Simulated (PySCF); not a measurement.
## NMR shielding calculation of C₄H₃ClF₃O (charge +1)

System: C₄H₃ClF₃O, charge +1.
Method: GIAO PBE0/pcSseg-1 NMR shielding, non-relativistic, gas phase (PySCF 2.14.0).

The geometry comes from this level: GFN2-xTB, MD frame at 425 fs, 400 K. It belongs to a series of runs on one base structure; here: MD frame at 425 fs, 400 K. Figures and captions count atoms from 1; the log counts them from 0 in places.

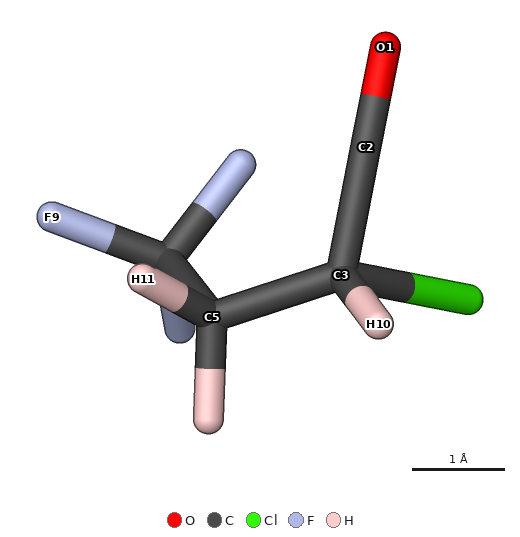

Figure 1. The input geometry (stick view, seen at a tilt; atoms are numbered from 1 in the order of the input).

The input
```
{"job": {"kind": "nmr", "xc": "PBE0", "basis": "pcSseg-1", "pop": false}, "charge": 1, "multiplicity": 1}
O      0.186000     2.391900    -0.090300
C      0.380600     1.324500     0.124800
C      0.604300    -0.057700     0.359400
Cl     0.890000    -0.312400    -1.499900
C     -0.500600    -0.855100     1.033200
C     -1.881600    -0.648600     0.320700
F     -1.803000     0.436100    -0.476500
F     -2.207700    -1.550500    -0.516700
F     -2.786400    -0.402400     1.306000
H      1.585100    -0.310300     0.744100
H     -0.793300    -0.478200     1.975500
H     -0.259800    -1.943100     1.029700
```

The first line tells a small driver script what to run in PySCF; the rest is the geometry in Å.

Run on 1 CPU thread, shared host.

Run as:
```bash
OMP_NUM_THREADS=1 python <driver script> task.json out
```

What the program printed
```
coarse grid: 12176 points
cycle   1  E = -987.7087003370  dE =  2.086e+00  |g| = 1.180e+00  |ddm| = 3.171e+00
cycle   2  E = -986.9216993450  dE =  7.870e-01  |g| = 2.433e+00  |ddm| = 2.247e+00
cycle   3  E = -987.9591665739  dE = -1.037e+00  |g| = 3.944e-01  |ddm| = 1.469e+00
cycle   4  E = -987.9848923848  dE = -2.573e-02  |g| = 1.035e-01  |ddm| = 2.495e-01
cycle   5  E = -987.9865338978  dE = -1.642e-03  |g| = 2.749e-02  |ddm| = 6.740e-02
cycle   6  E = -987.9866895043  dE = -1.556e-04  |g| = 6.794e-03  |ddm| = 2.880e-02
cycle   7  E = -987.9866994441  dE = -9.940e-06  |g| = 1.934e-03  |ddm| = 6.697e-03
final grid: 118720 points
cycle   8  E = -988.0693437883  dE = -2.262e-05  |g| = 1.480e-02  |ddm| = 2.507e-02
cycle   9  E = -988.0691876279  dE =  1.562e-04  |g| = 3.271e-02  |ddm| = 2.495e-02
cycle  10  E = -988.0693840523  dE = -1.964e-04  |g| = 2.106e-03  |ddm| = 1.727e-02
cycle  11  E = -988.0693848696  dE = -8.173e-07  |g| = 6.245e-04  |ddm| = 1.717e-03
cycle  12  E = -988.0693849388  dE = -6.925e-08  |g| = 1.336e-04  |ddm| = 6.223e-04
cycle  13  E = -988.0693849423  dE = -3.446e-09  |g| = 3.751e-05  |ddm| = 1.569e-04
cycle  14  E = -988.0693849426  dE = -3.238e-10  |g| = 1.360e-05  |ddm| = 4.290e-05
```

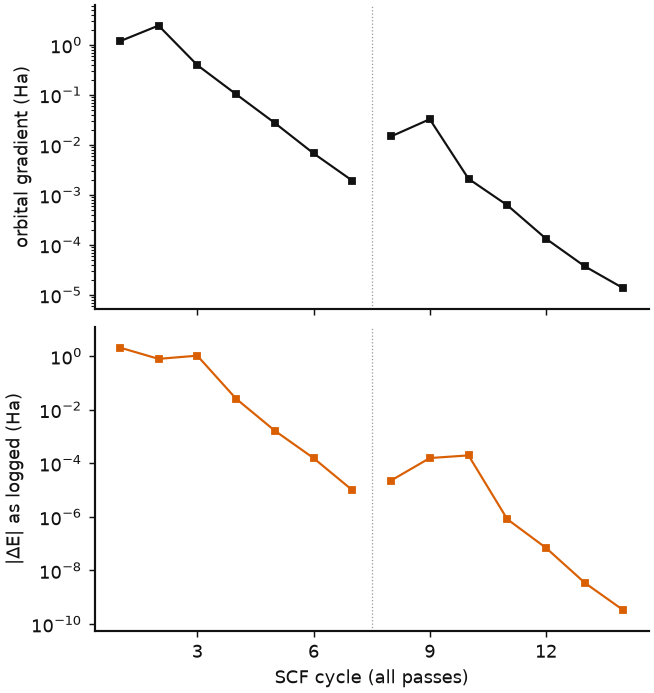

Figure 2. Convergence of the self-consistent field: orbital gradient and size of the energy change against the SCF cycle. The dotted line marks the change from a coarse to the final integration grid. The first 7 cycles use a coarse grid, the final grid takes over at cycle 8, and the field converges after 14 cycles in all.

```
converged SCF energy = -988.0693849426

GIAO shielding tensors (ppm)
atom      isotropic    diamagn.    paramagn.     s11        s22        s33       span
  0 O      -41.070     395.760    -436.831   -232.952    -78.726    188.467    421.419
  1 C       35.032     263.420    -228.388    -90.184    -71.107    266.386    356.570
  2 C      147.374     250.920    -103.546    115.245    153.335    173.542     58.297
  3 Cl     469.598    1145.556    -675.958     69.078    335.771   1003.946    934.868
  4 C      140.286     248.663    -108.376    119.827    138.335    162.697     42.870
  5 C       57.047     245.604    -188.557     45.788     62.131     63.223     17.435
  6 F      230.924     478.612    -247.688    167.150    218.745    306.876    139.726
  7 F      250.429     468.808    -218.379    196.248    262.139    292.900     96.653
  8 F      212.884     469.463    -256.579    137.528    167.415    333.709    196.181
  9 H       25.905      27.039      -1.133     20.032     24.572     33.113     13.081
 10 H       28.404      28.632      -0.228     23.536     28.587     33.088      9.553
 11 H       27.103      25.976       1.127     23.064     25.590     32.655      9.591
```

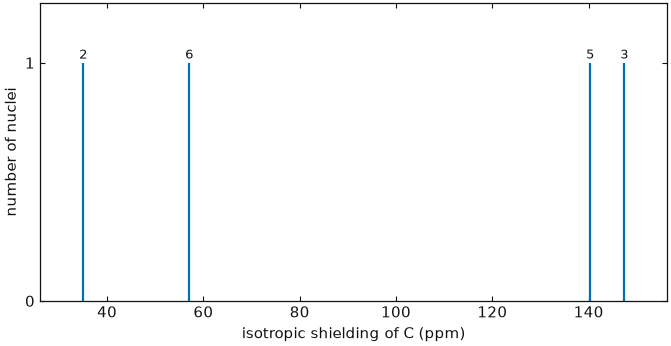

Figure 3. Isotropic shieldings of the carbon nuclei in this fixed geometry, labelled by atom number; shielding grows to the right, so chemical shift grows to the left. The least shielded is C2 (35.0 ppm), the most shielded C3 (147.4 ppm).

Summary

```json
{"quantity": "outcome", "value": "converged"}
{"quantity": "total energy", "value": "−988.069385 hartree"}
{"quantity": "HOMO", "value": "−14.89 eV"}
{"quantity": "LUMO", "value": "−8.53 eV"}
{"quantity": "isotropic shielding, O", "value": "−41.1 ppm"}
{"quantity": "isotropic shielding, C", "value": "35.0 to 147.4 ppm"}
{"quantity": "isotropic shielding, Cl", "value": "469.6 ppm"}
{"quantity": "isotropic shielding, F", "value": "212.9 to 250.4 ppm"}
{"quantity": "isotropic shielding, H", "value": "25.9 to 28.4 ppm"}
{"quantity": "wall time", "value": "33 s"}
{"quantity": "peak memory", "value": "0.81 GiB"}
```
